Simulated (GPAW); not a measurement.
**Work function of H/Pt(111) at several levels**

Wanted: work functions and dipole of H/Pt(111), with the cost of each level.

Main program and level: GPAW 26.7.0; GPAW, PAW setups; slab in vacuum, relaxation, in the first sound run; inputs show where later runs differ.

## Step 1: Set-up

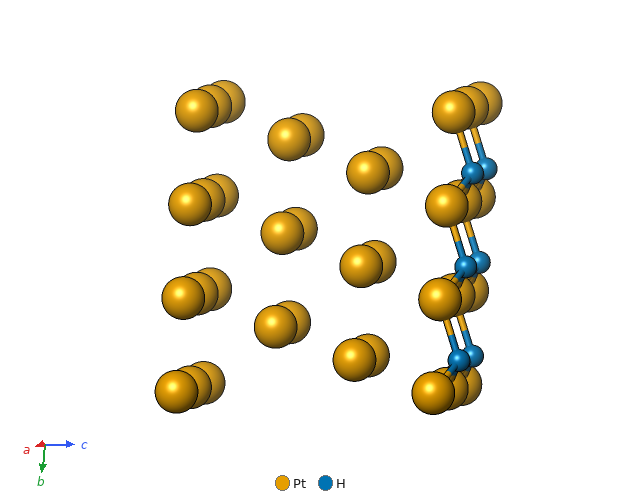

The cell as given, from the side, with the c axis across the page (platinum orange, hydrogen blue). 2×3×1 cells are drawn. Bonds to atoms that aren't drawn are left out. Some periodic images of atoms are drawn too.

The cell holds 5 atoms: 4 Pt and 1 H. Cell: a = 2.772 Å, b = 2.772 Å, c = 23.290 Å, α = 90.0°, β = 90.0°, γ = 60.0°. Vacuum lies along c.

## Step 2: Relaxing the atoms

The atoms are relaxed first, since the surface dipole, and with it the work function, follows the positions of the outer layers. The lowest 2 atoms are held at bulk positions and keep their forces.

Input file run.py:

```python
import json
import numpy as np
from ase import Atoms
from ase.constraints import FixAtoms
from ase.optimize import BFGS
from gpaw import GPAW, PW

slab = Atoms(
    ['Pt', 'Pt', 'Pt', 'Pt', 'H'],
    positions=[
        [0.00000, 0.00000, 8.00000],
        [1.38593, 0.80017, 10.26321],
        [2.77186, 1.60033, 12.52643],
        [0.00000, 0.00000, 14.78964],
        [2.77186, 1.60033, 15.28964]],
    cell=[[2.77186, 0.0, 0.0], [1.38593, 2.4005, 0.0], [0.0, 0.0, 23.28964]],
    pbc=[True, True, False])

slab.calc = GPAW(mode=PW(500), xc='PBE', kpts={'size': (13, 13, 1), 'gamma': True},
                 occupations={'name': 'fermi-dirac', 'width': 0.1}, nbands='160%',
                 convergence={'density': 1e-05}, maxiter=200,
                 poissonsolver={'dipolelayer': 'xy'},
                 symmetry={'tolerance': 1e-3, 'extra_ids': [1, 1, 0, 0, 0]}, txt='slab.txt')
result = {}
slab.set_constraint(FixAtoms([0, 1]))
path = []
opt = BFGS(slab, maxstep=0.2)
opt.attach(lambda: path.append((slab.get_potential_energy(), slab.positions.tolist(), slab.get_forces().tolist())))
result['relaxed'] = bool(opt.run(fmax=0.03, steps=40))
result['path'] = path
energy = slab.get_potential_energy()
fermi = slab.calc.get_fermi_level()
v = slab.calc.get_electrostatic_potential().mean((0, 1)) - fermi
n = slab.calc.get_pseudo_density().mean((0, 1))
L = slab.cell[2, 2]
z = np.arange(len(v)) * L / len(v)
low, high = slab.positions[:, 2].min(), slab.positions[:, 2].max()
below, above = np.interp([low - 5.8, high + 5.8], z, v)
slopes = [np.interp(x, z, np.gradient(v, z)) for x in (low - 5.8, high + 5.8)]
eps = np.array([[slab.calc.get_eigenvalues(k, s) for k in range(len(slab.calc.get_ibz_k_points()))]
                for s in range(slab.calc.get_number_of_spins())]) - fermi
top, bottom = eps[eps < 0].max(), eps[eps > 0].min()
dipole = slab.get_dipole_moment()[2]
print(f'energy {energy:.4f} eV, Fermi level {fermi:.4f} eV, dipole {dipole:.5f} e A')
print(f'potential 5.8 A off the faces, from the Fermi level: lower {below:.4f} eV, upper {above:.4f} eV')
print(f'slope of the potential there: lower {slopes[0]:.5f}, upper {slopes[1]:.5f} eV/A')
print(f'nearest levels on the mesh: {top:.4f} and {bottom:.4f} eV')
print('magnetic moment', round(slab.get_magnetic_moment(), 3))
result.update(energy=energy, fermi=fermi, dipole=dipole, below=below, above=above, slopes=slopes, edges=[top, bottom],
              z=z.tolist(), v=v.tolist(), n=n.tolist(), positions=slab.positions.tolist(),
              forces=slab.get_forces(apply_constraint=False).tolist(), moments=slab.get_magnetic_moments().tolist())
json.dump(result, open('result.json', 'w'))
```

Started as:

```
> OMP_NUM_THREADS=1 OPENBLAS_NUM_THREADS=1 python run.py
```

Log:

```text
Step          Energy          fmax
BFGS:    0      -27.778212        1.821887
BFGS:    1      -27.839060        1.757201
BFGS:    2      -28.138994        0.781866
BFGS:    3      -28.165227        0.680171
BFGS:    4      -28.176602        0.556657
BFGS:    5      -28.264401        0.643253
BFGS:    6      -28.293071        0.645248
BFGS:    7      -28.318140        0.588705
BFGS:    8      -28.331806        0.412260
BFGS:    9      -28.339210        0.182075
BFGS:   10      -28.340899        0.032716
BFGS:   11      -28.340998        0.005814
energy -28.2339 eV, Fermi level 1.5494 eV, dipole 0.02032 e A
potential 5.8 A off the faces, from the Fermi level: lower 5.6401 eV, upper 5.0859 eV
slope of the potential there: lower 0.00002, upper 0.00012 eV/A
nearest levels on the mesh: -0.0253 and 0.0009 eV
magnetic moment 0.0
```

The job ended after 29 min (1 thread of Arm Neoverse V1, shared host; peak memory 0.26 GiB).

Relaxation path:

```
step  energy less that of the first step (eV)  largest force (eV/Å)
   1                                   0.0000                1.8219
   2                                  -0.0603                1.7572
   3                                  -0.3563                0.7819
   4                                  -0.3810                0.6802
   5                                  -0.3924                0.5567
   6                                  -0.4804                0.6433
   7                                  -0.5086                0.6452
   8                                  -0.5330                0.5887
   9                                  -0.5463                0.4123
  10                                  -0.5534                0.1821
  11                                  -0.5549                0.0327
  12                                  -0.5550                0.0058
```

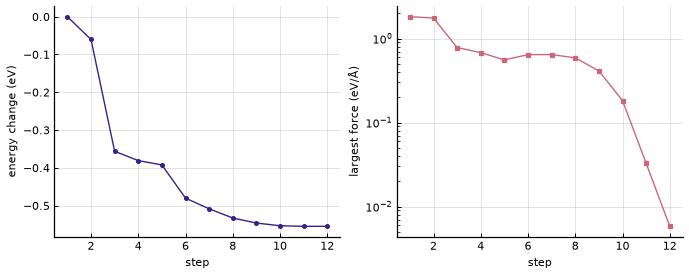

Energy and largest force along the relaxation.

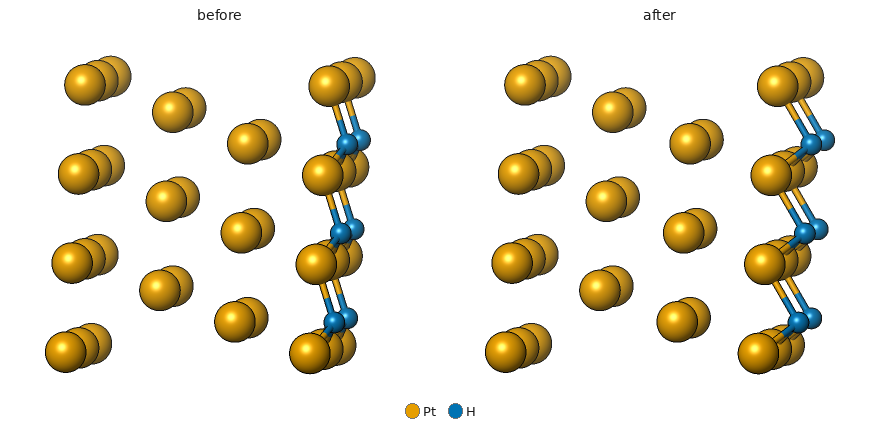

Before and after, at one scale. Bonds to atoms that aren't drawn are left out.

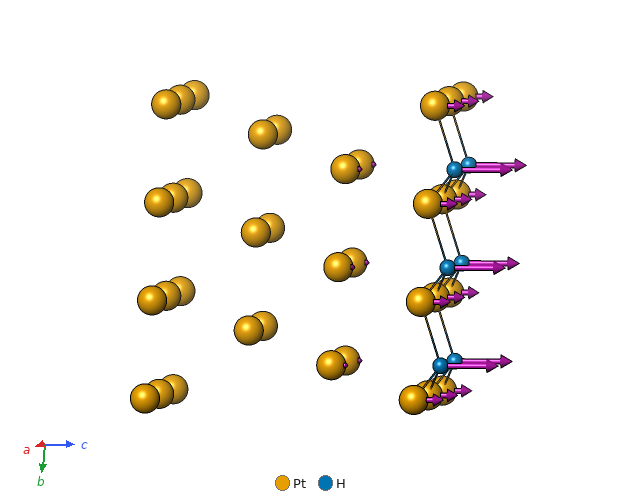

Displacements in the relaxation, exaggerated; the longest in the cell stands for 0.67 Å. Bonds to atoms that aren't drawn are left out. 2×3×1 cells are drawn. Some periodic images of atoms are drawn too.

The atoms that moved most (Å):

```
atom     dx     dy     dz  length
  H5  0.000  0.000  0.672   0.672
 Pt4  0.000  0.000  0.237   0.237
 Pt3  0.000  0.000  0.065   0.065
```

The relaxed structure:

```cif
data_structure
_symmetry_space_group_name_H-M 'P 1'
_symmetry_Int_Tables_number 1
_cell_length_a 2.7719
_cell_length_b 2.7719
_cell_length_c 23.2896
_cell_angle_alpha 90.000
_cell_angle_beta 90.000
_cell_angle_gamma 60.000
_cell_volume 154.97
loop_
_atom_site_label
_atom_site_type_symbol
_atom_site_fract_x
_atom_site_fract_y
_atom_site_fract_z
_atom_site_occupancy
Pt1 Pt 0.00000 0.00000 0.34350 1
Pt2 Pt 0.33333 0.33333 0.44068 1
Pt3 Pt 0.66667 0.66667 0.54063 1
Pt4 Pt 0.00000 0.00000 0.64521 1
H5 H 0.66667 0.66667 0.68533 1
```

This step gave:

```
dipole along the normal                    : 0.02032 e·Å
levels nearest the Fermi level on the mesh : -0.02528, 9.28e-4 eV from the Fermi level
upper work function                        : 5.086 eV
lower work function                        : 5.640 eV
```

The electrostatic potential energy of an electron (without an applied field's), less the Fermi level, planar mean oscillates, so the rows of the table below give means over windows of 1 Å about each position, cut where the curve ends. Its maxima inside the range that stand out by 2 % of the span (Å: eV): 9.1: -0.237, 11.5: 0.178, 13.8: 0.942. Its minima: 8.0: -26.9, 10.2: -27.1, 12.6: -27.0, 15.0: -27.4.

Table of electrostatic potential energy of an electron (without an applied field's), less the Fermi level, planar mean by z; means over each step:

```
z (Å)  electrostatic potential energy of an electron (without an applied field's), less the Fermi level, planar mean (eV)
    0                                                                                                                5.54
    1                                                                                                                5.64
    2                                                                                                                5.64
    3                                                                                                                5.64
    4                                                                                                                5.64
    5                                                                                                                5.62
    6                                                                                                                5.27
    7                                                                                                              -0.688
    8                                                                                                               -21.2
    9                                                                                                               -3.35
   10                                                                                                               -19.0
   11                                                                                                               -7.46
   12                                                                                                               -11.0
   13                                                                                                               -15.6
   14                                                                                                               -2.15
   15                                                                                                               -21.8
   16                                                                                                               -3.89
   17                                                                                                                4.44
   18                                                                                                                5.05
   19                                                                                                                5.08
   20                                                                                                                5.09
   21                                                                                                                5.09
   22                                                                                                                5.09
   23                                                                                                                5.13
```

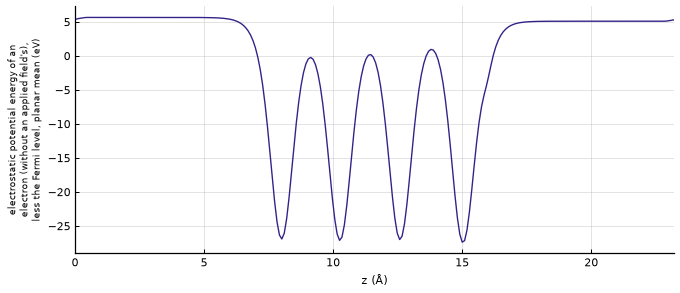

Electrostatic potential energy of an electron (without an applied field's), less the Fermi level, planar mean, plotted against z.

The pseudo valence density, planar mean oscillates, so the rows of the table below give means over windows of 2.42 Å about each position, cut where the curve ends. Its maxima inside the range that stand out by 2 % of the span (Å: e/Å³): 8.0: 2.40, 10.2: 2.41, 12.7: 2.34, 15.1: 2.37. Its minima: 9.1: 0.321, 11.4: 0.295, 13.8: 0.249.

Table of pseudo valence density, planar mean by z; means over each step:

```
z (Å)  pseudo valence density, planar mean (e/Å³)
 3.63                                      6.7e-5
 6.05                                      0.0680
 8.47                                        1.03
10.89                                        1.03
13.31                                       0.989
15.73                                       0.919
18.15                                     0.00384
20.57                                      2.9e-6
```

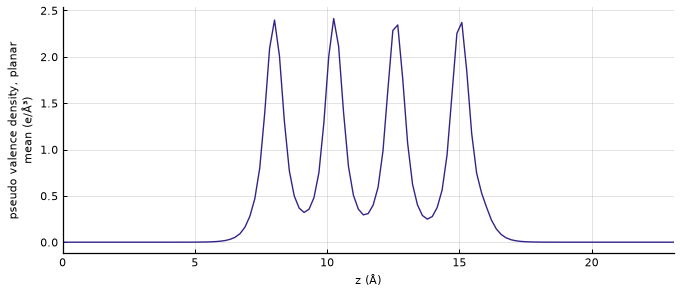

Pseudo valence density, planar mean, plotted against z.

The relaxation lowered the energy of the cell by 0.555 eV (energies extrapolated to zero smearing; the optimiser's log prints free energies). The largest force left on a free atom is 0.0058 eV/Å.

## Step 3: The slab's potential

The work function is the vacuum plateau of the electrostatic potential less the Fermi level; a dipole layer lets the two faces have plateaus of their own.

This step: GPAW, PAW setups; slab in vacuum (GPAW 26.7.0).

run.py, as its differences from that of step 2:

```diff
@@ -3,4 +3,2 @@
 from ase import Atoms
-from ase.constraints import FixAtoms
-from ase.optimize import BFGS
 from gpaw import GPAW, PW
@@ -12,5 +10,5 @@
         [1.38593, 0.80017, 10.26321],
-        [2.77186, 1.60033, 12.52643],
-        [0.00000, 0.00000, 14.78964],
-        [2.77186, 1.60033, 15.28964]],
+        [2.77186, 1.60033, 12.59102],
+        [0.00000, 0.00000, 15.02675],
+        [2.77186, 1.60033, 15.96120]],
     cell=[[2.77186, 0.0, 0.0], [1.38593, 2.4005, 0.0], [0.0, 0.0, 23.28964]],
@@ -22,10 +20,4 @@
                  poissonsolver={'dipolelayer': 'xy'},
-                 symmetry={'tolerance': 1e-3, 'extra_ids': [1, 1, 0, 0, 0]}, txt='slab.txt')
+                 symmetry={'tolerance': 1e-3}, txt='slab.txt')
 result = {}
-slab.set_constraint(FixAtoms([0, 1]))
-path = []
-opt = BFGS(slab, maxstep=0.2)
-opt.attach(lambda: path.append((slab.get_potential_energy(), slab.positions.tolist(), slab.get_forces().tolist())))
-result['relaxed'] = bool(opt.run(fmax=0.03, steps=40))
-result['path'] = path
 energy = slab.get_potential_energy()
```

Log:

```text
energy -28.2339 eV, Fermi level 1.5494 eV, dipole 0.02037 e A
potential 5.8 A off the faces, from the Fermi level: lower 5.6400 eV, upper 5.0862 eV
slope of the potential there: lower 0.00001, upper 0.00016 eV/A
nearest levels on the mesh: -0.0253 and 0.0009 eV
magnetic moment 0.0
```

Elapsed: 3.8 min, on 1 thread; peak memory 0.26 GiB.

This step gave:

```yaml
dipole_along_the_normal: 0.02037 e·Å
levels_nearest_the_fermi_level_on_the_mesh: -0.02529, 9.27e-4 eV from the Fermi level
```

The electrostatic potential energy of an electron (without an applied field's), less the Fermi level, planar mean oscillates, so the rows of the table below give means over windows of 2 Å about each position, cut where the curve ends. Its maxima inside the range that stand out by 2 % of the span (Å: eV): 9.1: -0.238, 11.5: 0.178, 13.8: 0.942. Its minima: 8.0: -26.9, 10.2: -27.1, 12.6: -27.0, 15.0: -27.4.

Electrostatic potential energy of an electron (without an applied field's), less the Fermi level, planar mean against z; means over each step:

```
z (Å)  electrostatic potential energy of an electron (without an applied field's), less the Fermi level, planar mean (eV)
    0                                                                                                                5.59
    2                                                                                                                5.64
    4                                                                                                                5.64
    6                                                                                                                4.83
    8                                                                                                               -13.1
   10                                                                                                               -13.3
   12                                                                                                               -11.7
   14                                                                                                               -8.23
   16                                                                                                               -6.63
   18                                                                                                                5.01
   20                                                                                                                5.09
   22                                                                                                                5.09
```

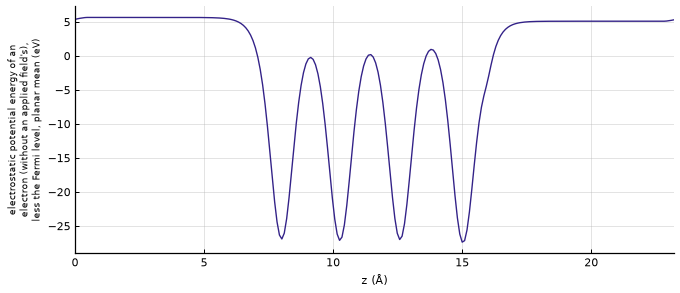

Electrostatic potential energy of an electron (without an applied field's), less the Fermi level, planar mean, plotted against z.

The pseudo valence density, planar mean oscillates, so the rows of the table below give means over windows of 2.42 Å about each position, cut where the curve ends. Its maxima inside the range that stand out by 2 % of the span (Å: e/Å³): 8.0: 2.40, 10.2: 2.41, 12.7: 2.34, 15.1: 2.37. Its minima: 9.1: 0.321, 11.4: 0.295, 13.8: 0.249.

Table of pseudo valence density, planar mean by z; means over each step:

```
z (Å)  pseudo valence density, planar mean (e/Å³)
 3.63                                      6.7e-5
 6.05                                      0.0680
 8.47                                        1.03
10.89                                        1.03
13.31                                       0.989
15.73                                       0.919
18.15                                     0.00384
20.57                                      3.0e-6
```

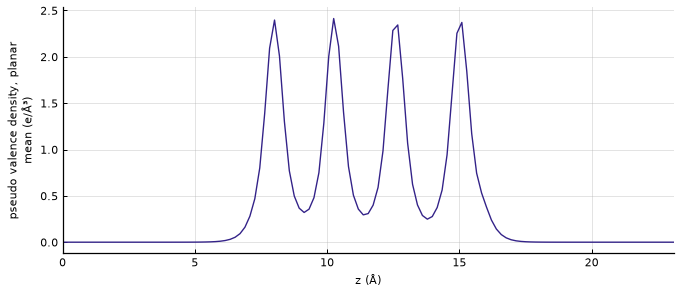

Pseudo valence density, planar mean against z.

Force by atom:

```
atom  x (eV/Å)  y (eV/Å)  z (eV/Å)   size
 Pt1     0.000     0.000    -0.468  0.468
 Pt2     0.000     0.000     0.472  0.472
 Pt3     0.000     0.000     0.000  0.000
 Pt4     0.000     0.000    -0.005  0.005
  H5     0.000     0.000     0.000  0.000
```

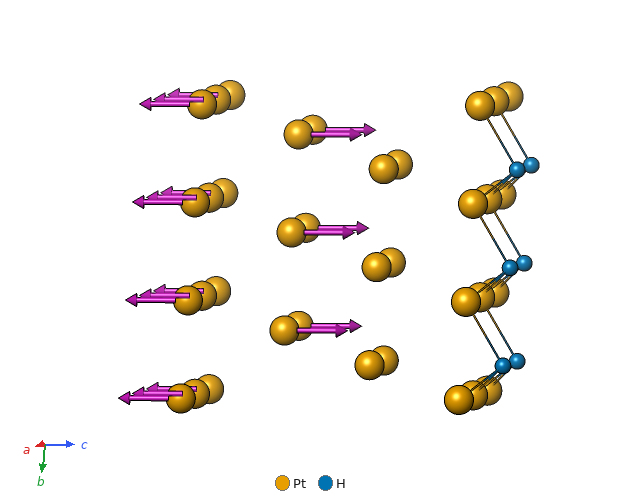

Force as arrows, the longest 0.472 eV/Å. Bonds to atoms that aren't drawn are left out. 2×3×1 cells are drawn. Some periodic images of atoms are drawn too.

The potential is flat to 1.6e-4 eV/Å where it is read, so the vacuum is wide enough.

[end of part 1 of 3]

[Logs are printed without paths, hosts, clocks, repeated set-up lines and the standing remarks that a program may print on its own settings, such as how far it seeks lower states.]

[Hosts, paths, dates, database ids (printed as entryN), source tags and the programs' standing remarks are cut or masked in the printed files.]
